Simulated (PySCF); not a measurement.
# GeO (SMILES [O]=[Ge]): M06-L/cc-pVTZ

Aim: the vertical ionisation energy of GeO at M06-L/cc-pVTZ, from 2 runs. Input form: a Python script.

The results are computed with PySCF 2.14.0.

9 further runs of the same task are left out: 3 that didn't finish, 6 set aside as unsound or not needed.

## (1) The molecule

The species is GeO (2 atoms), meant as a singlet with charge 0. SMILES: `[O]=[Ge]`. Geometry: relaxed at PBE0-D4/def2-TZVP.

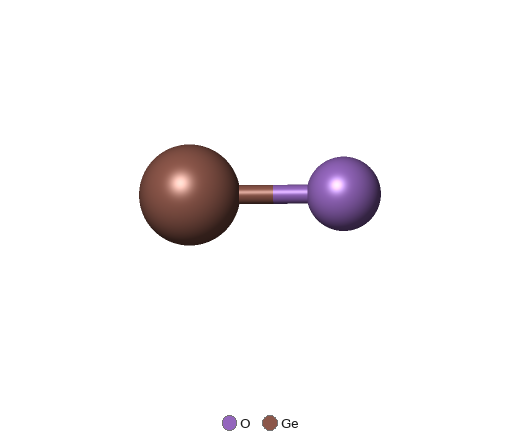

Viewed from a chosen angle; oxygen purple, germanium brown.

## (2) A single-point energy at M06-L/cc-pVTZ

File input.py:

```python
# GeO
from pyscf import gto, dft

mol = gto.Mole()
mol.atom = '''
O      0.000000     0.000000    -0.043539
Ge     0.000000     0.000000     3.022674
'''
mol.max_memory = 1860
mol.verbose = 3
mol.basis = 'cc-pvtz'
mol.unit = 'bohr'
mol.build()

calc0 = dft.RKS(mol)
calc0.xc = 'm06-l'
calc0.grids.level = 5
calc0.conv_tol = 1e-10
calc0.kernel()
if not calc0.converged:
    calc0 = calc0.newton().run(calc0.mo_coeff, calc0.mo_occ)

e_tot = calc0.e_tot
print('E = %.10f Eh' % e_tot)
```

The run is started by

```
$ OMP_NUM_THREADS=1 python input.py
```

The program printed:

```text
converged SCF energy = -2152.23014495345
E = -2152.2301449534 Eh
```

It took 12 s on 1 thread of Arm Neoverse V1, shared host; peak memory 0.37 GiB.

## (3) The doublet cation at the same level

File job.py:

```python
from pyscf import gto, dft

mol = gto.Mole()
mol.atom = '''
O      0.000000     0.000000    -0.043539
Ge     0.000000     0.000000     3.022674
'''
mol.charge = 1
mol.max_memory = 1860
mol.spin = 1
mol.basis = 'cc-pvtz'
mol.unit = 'bohr'
mol.verbose = 3
mol.build()

myscf = dft.UKS(mol)
myscf.xc = 'm06-l'
myscf.conv_tol = 1e-10
myscf.grids.level = 5
myscf.kernel()
if not myscf.converged:
    myscf = myscf.newton().run(myscf.mo_coeff, myscf.mo_occ)

energy = myscf.e_tot
print('E = %.10f Eh' % energy)
```

The run is started by

```
$ OMP_NUM_THREADS=1 python job.py
```

The program printed:

```text
WARN: HOMO -0.303679072949519 >= LUMO -0.303679072949517

converged SCF energy = -2151.83271078069  <S^2> = 0.75982974  2S+1 = 2.0098057
E = -2151.8327107807 Eh
```

Wall time 24 s (1 thread of Arm Neoverse V1, shared host); peak memory 0.38 GiB.

## (4) What came out

Level: M06-L/cc-pVTZ.

```
                                          quantity           value
                         singlet GeO: total energy  -2152.23014 Eh
                        singlet GeO: dipole moment          3.15 D
                          singlet GeO: HOMO energy        -7.19 eV
                          singlet GeO: LUMO energy        -2.51 eV
                        singlet GeO: HOMO–LUMO gap         4.68 eV
                      doublet cation: total energy  -2151.83271 Eh
doublet cation: HOMO energy (highest over α and β)       -15.72 eV
 doublet cation: LUMO energy (lowest over α and β)       -14.43 eV
                              doublet cation: ⟨S²⟩           0.760
vertical ionisation energy (to the doublet cation)       10.815 eV
```

**Reading.** The vertical ionisation energy comes to 10.81 eV (249 kcal/mol). −ε(HOMO) before ionisation, 7.19 eV, is 3.62 eV below this ionisation energy.
